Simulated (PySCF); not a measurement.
Al(All)(H)(Me), SMILES C=C[CH2][AlH][CH3] (C4H9Al) at its PBE0/def2-SVP optimised geometry (Å):

```
14

Al     0.1672    -0.1363     0.0000
C     -0.5135     1.8336     0.0000
C     -0.9447     1.2537     1.2407
C     -0.1134     0.6892     2.1887
H     -1.2872     2.2142    -0.6710
H      0.4132     2.4210     0.0092
H     -2.0070     0.9767     1.3019
H      0.9361     0.9899     2.2725
H     -0.5330     0.1216     3.0216
H      1.7542    -0.1363     0.0000
C     -0.9880    -1.6221    -0.5595
H     -1.5170    -2.0811     0.2921
H     -0.3996    -2.4210    -1.0399
H     -1.7542    -1.2998    -1.2838
```

Computed with PBE0/def2-TZVP (PySCF).

Map of the electrostatic potential (hartree/e), clipped to [-0.08, 0.12] on the plane z = 0.6 Å:

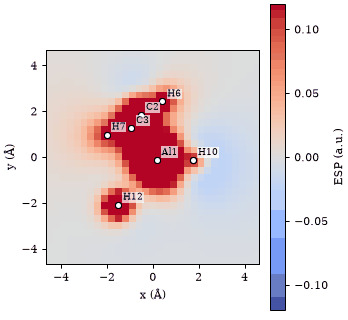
Fig. 1. Electrostatic potential (hartree/e), clipped to [-0.08, 0.12] on the plane z = 0.6 Å.
